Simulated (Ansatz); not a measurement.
# Si$_{4}$: what the fields show

```yaml
atoms:
  - { symbol: Si, position_ang: [1.0675, -0.5019, 1.5796] }
  - { symbol: Si, position_ang: [-0.8603, 0.4222, 0.7155] }
  - { symbol: Si, position_ang: [-1.0661, 0.5047, -1.5796] }
  - { symbol: Si, position_ang: [0.8589, -0.4250, -0.7155] }
```

Geometry: PBE0-D4/def2-TZVP.

Level of theory: RKS PBE0-D4/def2-TZVPP in Ansatz.

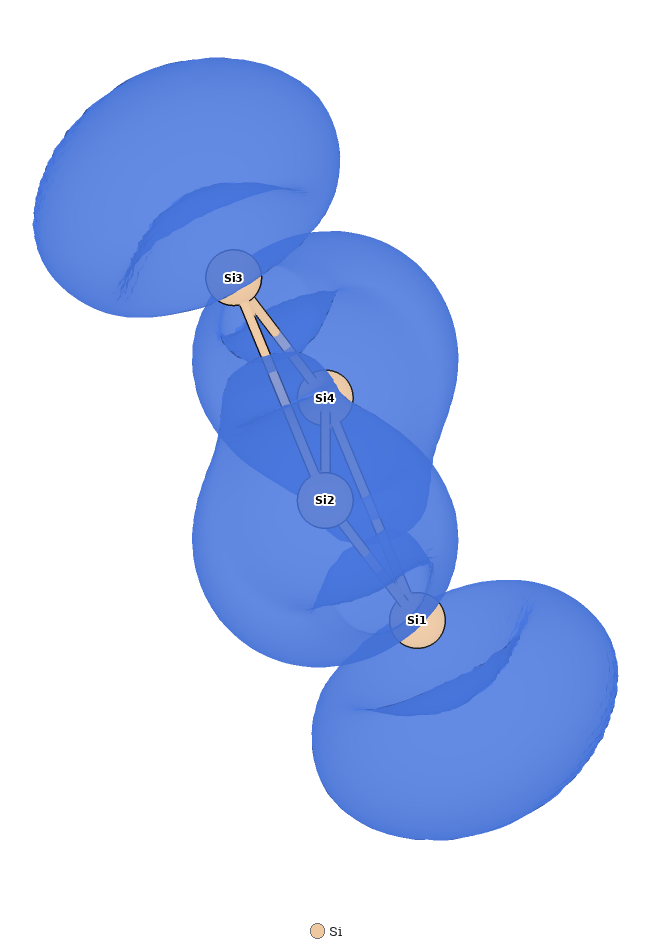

Figure 1. Isosurface of the electron localisation function at 0.8 (blue), seen at an oblique angle. Only the valence region is drawn (cores and ρ < 0.01 e/Å³ removed).

> Where are the electrons localised?

At this value the surface marks out two regions on Si in which the atom's valence shell and bonds are merged and two lobes on Si, pointing away from the bonds (lone pairs).


Si–Si (2.31 Å): the ELF peaks at about 0.85 between the atoms; a covalent bond. Si–Si (2.39 Å): the ELF peaks at about 0.65 between the atoms.

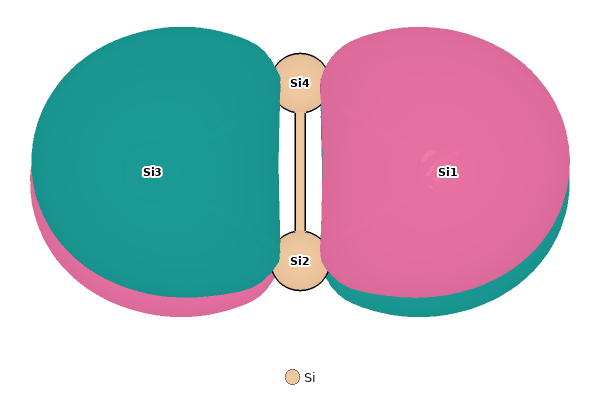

Figure 2. The LUMO at ±0.05 Å⁻³ᐟ² (teal and pink are the two phases), seen across its widest extent.

> What is the character of this orbital?

It lies mainly on Si1 (about 40 %) and Si3 (about 40 %); it changes sign across the molecular plane (π type); it is gerade (even under inversion). Its energy is −3.72 eV.

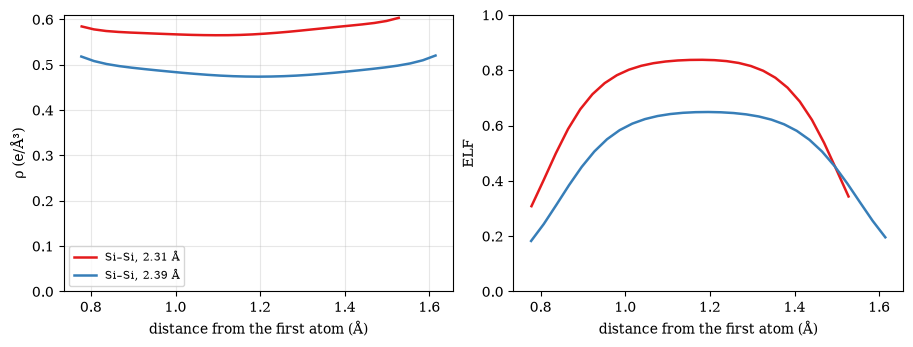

Figure 3. Electron density and ELF along straight lines between neighbouring atoms. The curves leave out the atomic cores.

> What can be read from the curves?

Si–Si (2.31 Å): ρ is about 0.57 e/Å³ halfway; the ELF peaks at about 0.85 between the atoms, as expected for a shared electron pair.
Si–Si (2.39 Å): the density is about 0.47 e/Å³ at the midpoint; the ELF peaks at about 0.65 between the atoms.

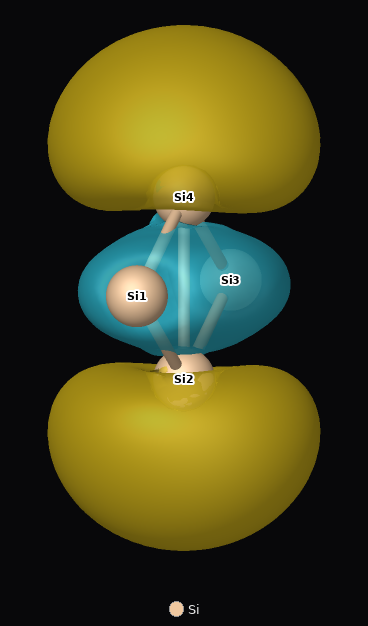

Figure 4. The HOMO−1 at ±0.06 Å⁻³ᐟ² (yellow and cyan are the two phases), seen at an oblique angle.

> What is the character of this orbital?

By Hirshfeld shares it lies mainly on Si2 (about 45 %), Si4 (about 45 %), Si1 (about 5 %) and Si3 (about 5 %); it is symmetric in the molecular plane (an in-plane orbital: σ, lone-pair or in-plane π type); it is gerade (even under inversion). Its energy is −6.60 eV.
